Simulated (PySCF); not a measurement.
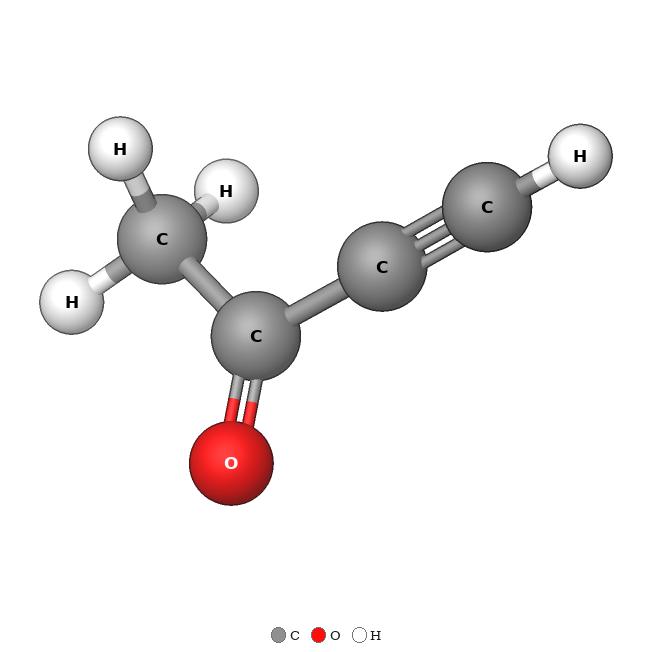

A ball-and-stick model of a molecule. Double and triple bonds are drawn as two and three sticks.

The geometry was computed by an optimisation with PBE0-D3(BJ)/def2-SVP. No frequency run is at hand to confirm it as a minimum.

Describe the molecule.

Formula C₄H₄O. As SMILES it reads `C#CC(C)=O`. It has no ring. Among its groups: ketone, alkyne. This geometry has Cs symmetry. Coordination: 2 C linear; 1 C trigonal planar; 1 C tetrahedral.

The parts below concern this one geometry. Atoms keep their numbers from picture to picture.

## Quadrupole coupling

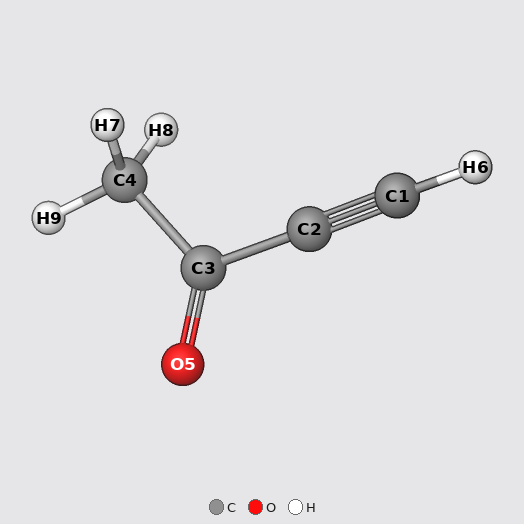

No frequency run is at hand to confirm it as a minimum. Electric field gradients from the ground-state density, PBE0/6-31G* (PySCF 2.14.0), non-relativistic apart from any core potentials.

Give the largest field-gradient component, the quadrupole coupling constant and the asymmetry for 17O at O5 (Q = −25.6 mb), 2H at H6 (Q = 2.86 mb), 2H at H7 (Q = 2.86 mb), 2H at H8 (Q = 2.86 mb), 2H at H9 (Q = 2.86 mb).

```csv
atom,V_zz (a.u.),e²qQ/h (MHz),η
O5,−1.965,11.82,0.38
H6,0.320,0.215,0.02
H7,0.282,0.189,0.04
H8,0.282,0.190,0.04
H9,0.286,0.192,0.02
```

## Charges

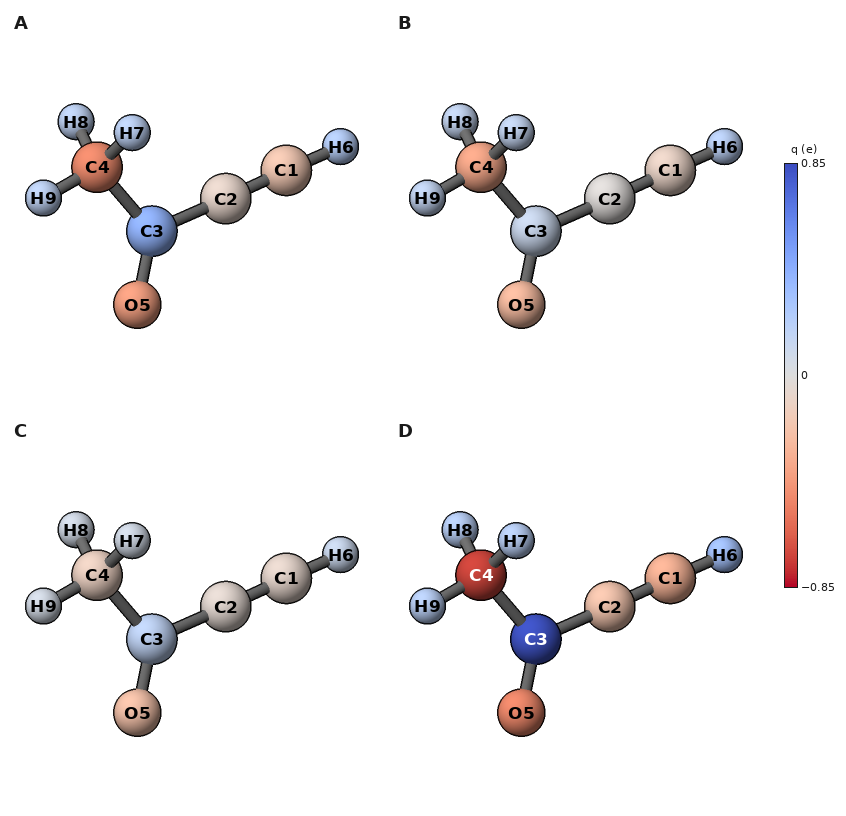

Atomic charges of one calculation by 4 schemes, on one colour scale. No frequency run is at hand to confirm it as a minimum. Method: PBE0/def2-TZVP (PySCF 2.14.0).

The schemes are ESP-fitted, Hirshfeld, IAO, Mulliken. Which panel shows which?

A IAO, B Mulliken, C Hirshfeld, D ESP-fitted.

List the charges (e), one line for each set of equivalent atoms. Atoms whose distances differ by more than 0.02 Å in this geometry are listed apart.

| atom | IAO | Mulliken | Hirshfeld | ESP-fitted |
| --- | --- | --- | --- | --- |
| C1 | −0.18 | −0.10 | −0.07 | −0.30 |
| C2 | −0.07 | −0.02 | −0.05 | −0.20 |
| C3 | 0.39 | 0.11 | 0.17 | 0.81 |
| C4 | −0.48 | −0.36 | −0.12 | −0.71 |
| O5 | −0.39 | −0.26 | −0.22 | −0.49 |
| H6 | 0.21 | 0.19 | 0.11 | 0.30 |
| H7 | 0.17 | 0.14 | 0.06 | 0.20 |
| H8 | 0.17 | 0.14 | 0.06 | 0.20 |
| H9 | 0.17 | 0.15 | 0.06 | 0.20 |

## Levels of theory compared

No frequency run is at hand to confirm it as a minimum. Program: PySCF 2.14.0.

Compare dipole (D), HOMO–LUMO gap (eV) at these levels: B97-2/pcSseg-2; BHandHLYP/pcSseg-2; CAM-B3LYP/pcSseg-2; LC-wPBE/pcSseg-2; PBE0/6-311+G(2d,p); PBE0/6-31G; PBE0/6-31G*; PBE0/STO-3G; PBE0/def2-SVP; PBE0/def2-TZVP; WP04/pcSseg-2; ωB97X-D/pcSseg-2.

| level | dipole (D) | HOMO–LUMO gap (eV) |
| --- | --- | --- |
| B97-2/pcSseg-2 | 3.11 | 5.76 |
| BHandHLYP/pcSseg-2 | 3.28 | 8.87 |
| CAM-B3LYP/pcSseg-2 | 3.20 | 8.77 |
| LC-wPBE/pcSseg-2 | 3.17 | 11.27 |
| PBE0/6-311+G(2d,p) | 3.12 | 6.10 |
| PBE0/6-31G | 3.20 | 6.19 |
| PBE0/6-31G* | 2.96 | 6.19 |
| PBE0/STO-3G | 1.75 | 6.30 |
| PBE0/def2-SVP | 2.95 | 6.15 |
| PBE0/def2-TZVP | 3.05 | 6.13 |
| WP04/pcSseg-2 | 3.23 | 5.01 |
| ωB97X-D/pcSseg-2 | 3.15 | 9.87 |

Mulliken values depend strongly on the basis set and can even reverse the polarity of a bond.
